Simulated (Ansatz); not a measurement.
# What a change does: single-point calculation on SnH₂ClO₂F

System: SnH₂ClO₂F, SMILES [OH][Sn]([OH])([F])[Cl].
Method of run 1: RKS PBE0-D4/def2-TZVPP (Ansatz 0.2.0).

The geometry comes from this level: PBE0-D4/def2-TZVP. Text and figures count atoms from 1; the logs count them from 0 in places.

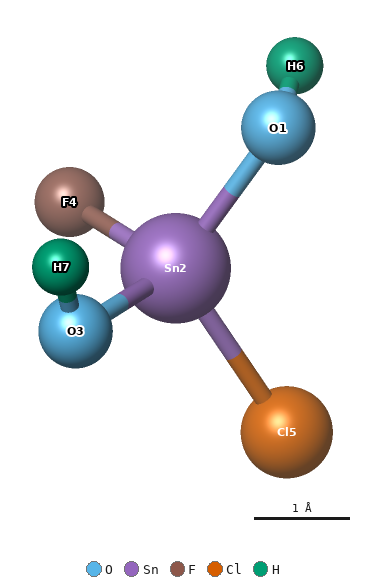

The structure as given in the input (ball-and-stick view, seen at a tilt; atoms are numbered from 1 in the order of the input). Sticks mark near contacts.

### The input, run 1
```yaml
crystal:
  periodic: [false, false, false]
  atoms:
    - {symbol: O, position_ang: [-1.202677, 0.265379, 1.070612]}
    - {symbol: Sn, position_ang: [0.105744, 0.137051, -0.348133]}
    - {symbol: O, position_ang: [1.749692, -0.555435, 0.380079]}
    - {symbol: F, position_ang: [-0.622708, -1.059628, -1.637026]}
    - {symbol: Cl, position_ang: [0.535284, 2.091059, -1.441585]}
    - {symbol: H, position_ang: [-2.105267, 0.140822, 0.762042]}
    - {symbol: H, position_ang: [1.601332, -1.087250, 1.168311]}
basis:
  gaussian: {orbitals: def2-TZVPP}
hamiltonian: {xc: pbe0, dispersion: d4}
output: {orbitals: {seedname: orbitals}}
```

Hardware: 4 CPU threads, shared host.

### Output (run 1)
```
Functional definition: PBE0
  parameter a = 0.25
  parameter kappa = 0.804
  parameter beta = 0.06672455060314922
  exchange = (1 - a)*pbe_x(kappa = kappa, mu = beta*pi^2/3) + a*exact_x
  correlation = pbe_c(beta = beta)
1362 factors; their error is unknown
mean field evaluation 1: about -25182.3190 eV, gradient 8.4e1 eV
mean field evaluation 2: about -25154.7594 eV, gradient 1.5e2 eV
mean field evaluation 4: about -25193.2194 eV, gradient 8.7e0 eV
mean field evaluation 8: about -25193.3297 eV, gradient 1.9e-1 eV
mean field evaluation 16: about -25193.4530 eV, gradient 2.9e-4 eV
mean field -25193.45302851 eV, -925.8423220620 hartree, gradient 3.9e-5 eV, S^2 0.000000; 0 other end points of the search recorded, 0 dependent functions left out
reference -25193.45306378 eV, -925.8423233582 hartree; 33, 33 occupied and 180, 180 virtual orbitals, 1362 factors
Total energy: -25193.59690851 eV, -925.8476095542 hartree
```

For run 2 the input was changed thus:
```diff
-  gaussian: {orbitals: def2-TZVPP}
+  gaussian: {orbitals: "def2-QZVPP.json"}
```

What does this change do to the results?

The total energy of run 2 is 20.0 kcal/mol lower, which measures the change of basis and not a stability. The LUMO goes from −2.41 to −2.47 eV. The basis functions go from 213 to 383.

### Output (run 2)
```
Functional definition: PBE0
  parameter a = 0.25
  parameter kappa = 0.804
  parameter beta = 0.06672455060314922
  exchange = (1 - a)*pbe_x(kappa = kappa, mu = beta*pi^2/3) + a*exact_x
  correlation = pbe_c(beta = beta)
1498 factors; their error is unknown
mean field evaluation 1: about -25182.8739 eV, gradient 8.5e1 eV
mean field evaluation 2: about -25153.1857 eV, gradient 1.5e2 eV
mean field evaluation 4: about -25194.1111 eV, gradient 9.5e0 eV
mean field evaluation 8: about -25194.2383 eV, gradient 4.0e-1 eV
mean field evaluation 16: about -25194.3191 eV, gradient 1.1e-4 eV
mean field -25194.31907610 eV, -925.8741487239 hartree, gradient 4.4e-5 eV, S^2 0.000000; 0 other end points of the search recorded, 0 dependent functions left out
reference -25194.31911232 eV, -925.8741500551 hartree; 33, 33 occupied and 350, 350 virtual orbitals, 1498 factors
Total energy: -25194.46295705 eV, -925.8794362512 hartree
```

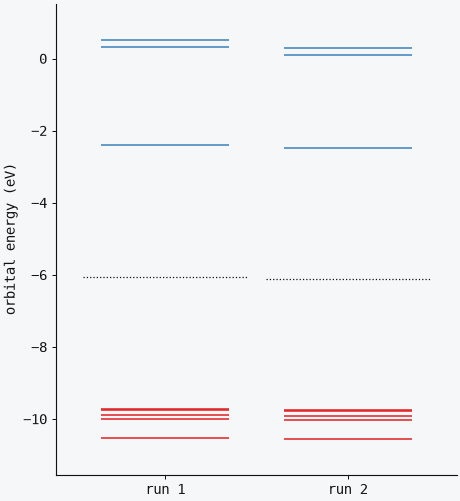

The five highest filled and three lowest empty orbital energies of the two runs; the dotted lines part filled from empty levels. The HOMO–LUMO gap is 7.31 eV in run 1 and 7.28 eV in run 2.

### The two runs side by side

| quantity | run 1 | run 2 |
| --- | --- | --- |
| outcome | converged | converged |
| total energy (hartree) | −925.847610 | −925.879436 |
| HOMO (eV) | −9.72 | −9.75 |
| LUMO (eV) | −2.41 | −2.47 |
| basis functions | 213 | 383 |
| wall time (shared host) | 3.2 s | 6.5 s |
